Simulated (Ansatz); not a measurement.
Take HfO₂ in the fluorite structure (space group Fm-3m, No. 225; a = 5.0585 Å) as the base. Axes: x, y, z lie along the cube axes.

One thing is altered: the cell is stretched by 4.03 % along z with no lateral relaxation; the atoms relax in the strained cell.

All numbers come from DFT with r2SCAN, PAW potentials and a 500 eV plane-wave cutoff in Ansatz (a quantum-chemistry and plane-wave program), no spin-orbit coupling.

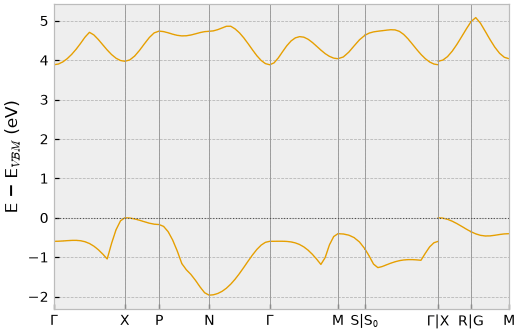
Figure: Highest valence and lowest conduction band along the path of the changed cell's own zone

**Question.** From the figure, how large is the changed gap, and is it direct?

**Answer.** About 3.9 eV, indirect, X → Γ.

With Hf present, leaving out spin-orbit coupling can change the band edges. Stability against distortions was not tested. This is not the structure that HfO2 has at room temperature and ambient pressure. Labels are those of the standard path for the cell's own space group.
